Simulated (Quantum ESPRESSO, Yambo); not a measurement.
# SnO2 (Cassiterite): G0W0 in Yambo against the screening cutoff

How does the gap of SnO2 (Cassiterite) converge in the screening cutoff?

Program: Yambo 5.3.0. Level of theory: PBE and many-body steps on it, plane waves. Results are calculated unless marked as measured.

### Step 1. The starting structure

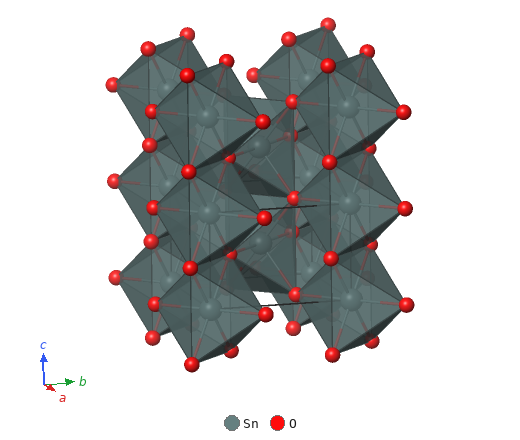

Start, viewed slightly off an axis; tin teal, oxygen red. 1×1×2 cells are drawn. Some periodic images of atoms are drawn too.

Coordinates:

```xyz
6
Lattice="4.7380 0.0000 0.0000 0.0000 4.7380 0.0000 0.0000 0.0000 3.1865" Properties=species:S:1:pos:R:3 pbc="T T T"
Sn    0.0000    0.0000    0.0000
Sn    2.3690    2.3690    1.5933
O     1.4550    1.4550    0.0000
O     0.9140    3.8240    1.5933
O     3.2830    3.2830    0.0000
O     3.8240    0.9140    1.5933
```

The cell and positions come from the Crystallography Open Database and are kept as given unless a step says otherwise.

### Step 2. 1.75 Ha

This step: Yambo 5.3.0; G0W0 on PBE, plane waves, norm-conserving pseudopotentials.

G0W0 replaces the xc potential by the self-energy, built once from these orbitals. Only a window of levels is corrected, while the sums run over the empty bands that the input names.

Input file gw7.in:

```
HF_and_locXC
gw0
dyson
ppa
em1d
rim_cut
RandQpts= 1000000
RandGvec= 1 RL
EXXRLvcs= 84 Ry
VXCRLvcs= 336 Ry
Chimod= "HARTREE"
% BndsRnXp
 1 | 88 |
%
NGsBlkXp= 3.5 Ry
% LongDrXp
 1 | 1 | 1 |
%
% GbndRnge
 1 | 88 |
%
DysSolver= "n"
ExtendOut
PPAPntXp= 27.21138 eV
% QPkrange
 1 | 1 | 33 | 36 |
%
```

Command:

```sh
$ OMP_NUM_THREADS=2 mpirun -n 4 yambo -F gw7.in -J gw7 -C gw7 > gw7.log
```

The program printed:

```text
 Yambo, version 5.3.0

 [02] CORE Variables Setup
 =========================

  [... cell, symmetries and grids as in the set-up ...]

  [02.05] Energies & Occupations
  ==============================

  [X] === General ===
  [X] Electronic Temperature                        :  0.000000  0.000000 [eV K]
  [X] Bosonic    Temperature                        :  0.000000  0.000000 [eV K]
  [X] Finite Temperature mode                       : no
  [X] El. density                                   :  0.95062E+24 [cm-3]
  [X] Fermi Level                                   :  11.24814 [eV]

  [X] === Gaps and Widths ===
  [X] Conduction Band Min                           :  1.288898 [eV]
  [X] Valence Band Max                              :  0.000000 [eV]
  [X] Filled Bands                                  :   34
  [X] Empty Bands                                   :   35  247
  [X] Direct Gap                                    :  1.288898 [eV]
  [X] Direct Gap localized at k                     :  1
  [X] Indirect Gap                                  :  1.288898 [eV]
  [X] Indirect Gap between kpts                     :  1  1
  [X] Last valence band width                       :  1.252534 [eV]
  [X] 1st conduction band width                     :  5.193994 [eV]

 [03] Transferred momenta grid and indexing
 ==========================================

 IBZ Q-points                                      :  21
 BZ  Q-points                                      :   64

 K/Q-points units:
 rlu = crystal or reduced units; cc = cartesian coordinates; iku = interal k-units

 Q [ 1]         [rlu]:  0.000000  0.000000  0.000000
 Q [ 2]         [rlu]:  0.000000  0.000000  0.250000
 Q [ 3]         [rlu]:  0.000000  0.000000 -0.500000
 Q [ 4]         [rlu]:  0.000000  0.250000  0.000000
 Q [ 5]         [rlu]:  0.000000  0.250000  0.250000
 Q [ 6]         [rlu]:  0.000000  0.250000 -0.500000
 Q [ 7]         [rlu]:  0.000000 -0.500000  0.000000
 Q [ 8]         [rlu]:  0.000000 -0.500000  0.250000
 Q [ 9]         [rlu]:  0.000000 -0.500000 -0.500000
 Q [10]         [rlu]:  0.250000  0.250000  0.000000
     [... 9 further rows ...]
 Q [20]         [rlu]: -0.250000  0.250000 -0.250000
 Q [21]         [rlu]: -0.250000  0.250000  0.500000

 [04] Coloumb potential Random Integration (RIM)
 ===============================================

  [04.01] RIM initialization
  ==========================

  * Diagonal components only detected *

  8 x (sBL volume)        :  0.064232 [a.u.]
  sBZ random points       :  1000000
  Points outside the sBZ  :   7992674
  RL volume               :  0.513853 [a.u.]
  Integrated volume       :  0.514324 [a.u.]

  [04.02] RIM integrals
  =====================

  Gamma point sphere radius             :  0.072644 [a.u.]
  Points outside the sphere             :   799713
  [Int_sBZ(q=0) 1/q^2]*(Vol_sBZ)^(-1/3) =:  7.541870
                                 should be <:  7.795600

  Summary of Coulomb integrals for non-metallic bands |Q|[au] RIM/Bare

  Q [1] 0.100000E-4 0.967452 * Q [4] 0.175439 0.953374
  Q [19] 0.248108 0.995592 * Q [10] 0.248108 0.994735
  Q [2] 0.260860 1.178302 * Q [5] 0.314367 1.089818
  Q [7] 0.350878 0.993213 * Q [11] 0.360008 1.051976
  Q [20] 0.360008 1.053430 * Q [13] 0.392293 0.996431
  Q [8] 0.437222 1.022065 * Q [14] 0.471107 1.016278
  Q [16] 0.496216 0.999063 * Q [3] 0.521720 1.045184
  Q [6] 0.550427 1.036830 * Q [17] 0.560605 1.008497
  Q [12] 0.577710 1.030447 * Q [21] 0.577710 1.030360
  Q [9] 0.628734 1.021636 * Q [15] 0.652752 1.018623
  Q [18] 0.720015 1.012895

 [WARNING] [Xp] User bands 1-88 break level degeneracy

 [05] Dipoles
 ============

  [05.01] Setup: observables and procedures
  =========================================

  [WARNING] [x,Vnl] slows the Dipoles computation. To neglect it rename the ns.kb_pp file

 [06] Dynamic Dielectric Matrix (PPA)
 ====================================

 [WR./gw7//ndb.pp]---------------------------------------------------------------
  Brillouin Zone Q/K grids (IBZ/BZ)                :   21   64   21   64
  RL vectors                                       :   7807 [WF]
  Coulomb cutoff potential                         : none
  Electronic Temperature                           :  0.000000 [K]
  Bosonic    Temperature                           :  0.000000 [K]
  PPA    diel. fun.  energies                      : Perdew, Burke & Ernzerhof(X)+Perdew, Burke & Ernzerhof(C)
  wavefunctions                                    : Perdew, Burke & Ernzerhof(X)+Perdew, Burke & Ernzerhof(C)
  Global Gauge                                     : length
  X matrix size                                    :   69
  X band range                                     :    1   88
  X e/h energy range                               : -1.000000 -1.000000 [eV]
  X Time ordering                                  : R
  X Hxc Kernel                                     : HARTREE
  X Drude frequency                                :  0.000000  0.000000
  X poles                                          :  100.0000 [o/o]
  RL vectors in the sum                            :   7807
  [r,Vnl] included                                 : yes
  Field direction                                  :  0.577350E-5  0.577350E-5  0.577350E-5
  BZ energy Double Grid                            : no
  BZ energy DbGd points                            : 0
  BZ Q point size factor                           : -1.000000
  X Optical Averaged directions                    : none

 [07] Local Exchange-Correlation + Non-Local Fock
 ================================================

 [VXC] Plane waves :   50163
 [EXS] Plane waves :   6281

 QP @ state[ 1 ] K range:  1  1
 QP @ state[ 1 ] b range:   33   36

 [xc] Functional : Perdew, Burke & Ernzerhof(X)+Perdew, Burke & Ernzerhof(C)
 [xc] LIBXC used to calculate xc functional
  PP Number of Atomic Species                      :  2
  NLCC RL compoments                               :   50163
  PP Number of Atomic Species                      :  2
  NLCC RL compoments                               :   50163

 [xc] E_xc :  -50.05440 [Ha]
      E_xc :  -100.1088 [Ry]

  Local XC kind (lXC) : Perdew, Burke & Ernzerhof(X)+Perdew, Burke & Ernzerhof(C)
  Non-Local XC kind (nlXC) : Hartree-Fock

  Corrections @ K [1] :  [eV]
 <33|nlXC|33> = -25.49674  0.50117E-17 <33|lXC|33> = -19.98044 -0.18882E-15
 <34|nlXC|34> = -26.18293  0.30740E-16 <34|lXC|34> = -20.31379 -0.37763E-15
 <35|nlXC|35> = -12.63273  0.58452E-17 <35|lXC|35> = -16.49765 -0.35751E-19
 <36|nlXC|36> = -10.66763  0.76089E-18 <36|lXC|36> = -16.29486 -0.37768E-15

 [08] Dyson equation: Newton solver
 ==================================

  [08.01] G0W0 (W PPA)
  ====================

  [  GW  ] Bands range     :    1   88
  [GW/PPA] G damping       :  0.100000 [eV]

  QP @ state[ 1 ] K range:  1  1
  QP @ state[ 1 ] b range:   33   36

   Sc/G bands                                       :    1   88
   Sc/G damping                                     :  0.100000 ev
   Sc bands terminator                              : no
   Sx RL components                                 :   6281

   QP @ state[ 1 ] K range                          :  1  1
   QP @ state[ 1 ] b range                          :   33   36
   GF energies kind                                 : Perdew, Burke & Ernzerhof(X)+Perdew, Burke & Ernzerhof(C)
   GF WF`s kind                                     : Perdew, Burke & Ernzerhof(X)+Perdew, Burke & Ernzerhof(C)
   Xs energies kind                                 : Perdew, Burke & Ernzerhof(X)+Perdew, Burke & Ernzerhof(C)
   Xs WF`s kind                                     : Perdew, Burke & Ernzerhof(X)+Perdew, Burke & Ernzerhof(C)

 [11] Game Over & Game summary
```

The job ended after 83 s (4 MPI ranks of Arm Neoverse V2, shared host; peak memory 4 GiB).

Numbers from this step:

| Item | Value |
| --- | --- |
| G0W0 gap on the points computed | 2.736 eV |
| starting gap on the mesh | 1.289 eV |
| k of the valence top | 0, 0, 0 |
| k of the conduction bottom | 0, 0, 0 |
| least direct G0W0 gap on the computed points | 2.736 eV |
| Z at the valence top | 0.7953 |
| Z at the conduction bottom | 0.8491 |

The gap on the mesh goes from 1.29 eV to 2.74 eV, a correction of +1.45 eV.

### Step 3. 2.75 Ha

Input file gw8.in:

```
HF_and_locXC
gw0
dyson
ppa
em1d
rim_cut
RandQpts= 1000000
RandGvec= 1 RL
EXXRLvcs= 84 Ry
VXCRLvcs= 336 Ry
Chimod= "HARTREE"
% BndsRnXp
 1 | 88 |
%
NGsBlkXp= 5.5 Ry
% LongDrXp
 1 | 1 | 1 |
%
% GbndRnge
 1 | 88 |
%
DysSolver= "n"
ExtendOut
PPAPntXp= 27.21138 eV
% QPkrange
 1 | 1 | 33 | 36 |
%
```

Command:

```sh
$ OMP_NUM_THREADS=2 mpirun -n 4 yambo -F gw8.in -J gw8 -C gw8 > gw8.log
```

The program printed:

```text
 Yambo, version 5.3.0

 [02] CORE Variables Setup
 =========================

  [... cell, symmetries and grids as in the set-up ...]

  [02.05] Energies & Occupations
  ==============================

  [X] === General ===
  [X] Electronic Temperature                        :  0.000000  0.000000 [eV K]
  [X] Bosonic    Temperature                        :  0.000000  0.000000 [eV K]
  [X] Finite Temperature mode                       : no
  [X] El. density                                   :  0.95062E+24 [cm-3]
  [X] Fermi Level                                   :  11.24814 [eV]

  [X] === Gaps and Widths ===
  [X] Conduction Band Min                           :  1.288898 [eV]
  [X] Valence Band Max                              :  0.000000 [eV]
  [X] Filled Bands                                  :   34
  [X] Empty Bands                                   :   35  247
  [X] Direct Gap                                    :  1.288898 [eV]
  [X] Direct Gap localized at k                     :  1
  [X] Indirect Gap                                  :  1.288898 [eV]
  [X] Indirect Gap between kpts                     :  1  1
  [X] Last valence band width                       :  1.252534 [eV]
  [X] 1st conduction band width                     :  5.193994 [eV]

 [03] Transferred momenta grid and indexing
 ==========================================

 IBZ Q-points                                      :  21
 BZ  Q-points                                      :   64

 K/Q-points units:
 rlu = crystal or reduced units; cc = cartesian coordinates; iku = interal k-units

 Q [ 1]         [rlu]:  0.000000  0.000000  0.000000
 Q [ 2]         [rlu]:  0.000000  0.000000  0.250000
 Q [ 3]         [rlu]:  0.000000  0.000000 -0.500000
[...]
================================================

 [VXC] Plane waves :   50163
 [EXS] Plane waves :   6281

 QP @ state[ 1 ] K range:  1  1
 QP @ state[ 1 ] b range:   33   36

 [xc] Functional : Perdew, Burke & Ernzerhof(X)+Perdew, Burke & Ernzerhof(C)
 [xc] LIBXC used to calculate xc functional
  PP Number of Atomic Species                      :  2
  NLCC RL compoments                               :   50163
  PP Number of Atomic Species                      :  2
  NLCC RL compoments                               :   50163

 [xc] E_xc :  -50.05440 [Ha]
      E_xc :  -100.1088 [Ry]

  Local XC kind (lXC) : Perdew, Burke & Ernzerhof(X)+Perdew, Burke & Ernzerhof(C)
  Non-Local XC kind (nlXC) : Hartree-Fock

  Corrections @ K [1] :  [eV]
 <33|nlXC|33> = -25.49674  0.50117E-17 <33|lXC|33> = -19.98044 -0.18882E-15
 <34|nlXC|34> = -26.18293  0.30740E-16 <34|lXC|34> = -20.31379 -0.37763E-15
 <35|nlXC|35> = -12.63273  0.58452E-17 <35|lXC|35> = -16.49765 -0.35751E-19
 <36|nlXC|36> = -10.66763  0.76089E-18 <36|lXC|36> = -16.29486 -0.37768E-15

 [08] Dyson equation: Newton solver
 ==================================

  [08.01] G0W0 (W PPA)
  ====================

  [  GW  ] Bands range     :    1   88
  [GW/PPA] G damping       :  0.100000 [eV]

  QP @ state[ 1 ] K range:  1  1
  QP @ state[ 1 ] b range:   33   36

   Sc/G bands                                       :    1   88
   Sc/G damping                                     :  0.100000 ev
   Sc bands terminator                              : no
   Sx RL components                                 :   6281

   QP @ state[ 1 ] K range                          :  1  1
   QP @ state[ 1 ] b range                          :   33   36
   GF energies kind                                 : Perdew, Burke & Ernzerhof(X)+Perdew, Burke & Ernzerhof(C)
   GF WF`s kind                                     : Perdew, Burke & Ernzerhof(X)+Perdew, Burke & Ernzerhof(C)
   Xs energies kind                                 : Perdew, Burke & Ernzerhof(X)+Perdew, Burke & Ernzerhof(C)
   Xs WF`s kind                                     : Perdew, Burke & Ernzerhof(X)+Perdew, Burke & Ernzerhof(C)

 [11] Game Over & Game summary
```

Run time: 93 s. Hardware: 4 MPI ranks; peak memory 4 GiB.

This step gave:

| Quantity | Value |
| --- | --- |
| G0W0 gap on the points computed | 2.740 eV |
| starting gap on the mesh | 1.289 eV |
| k of the valence top | 0, 0, 0 |
| k of the conduction bottom | 0, 0, 0 |
| least direct G0W0 gap on the computed points | 2.740 eV |
| Z at the valence top | 0.7893 |
| Z at the conduction bottom | 0.8446 |

Against the run before, the gap moves by +0.003 eV.

[end of part 1 of 2]

[Paths, hosts, dates, memory and timing lines, banners, echoed tables and standing remarks are left out of the program output.]

[Logs are printed without paths, hosts, clocks, repeated set-up lines and the standing remarks that a program may print on its own settings, such as how far it seeks lower states.]

[Runs of the session that timed out or met a known fault of the program may be left out.]

[Hosts, paths, dates, database ids (printed as entryN), source tags and the programs' standing remarks are cut or masked in the printed files.]
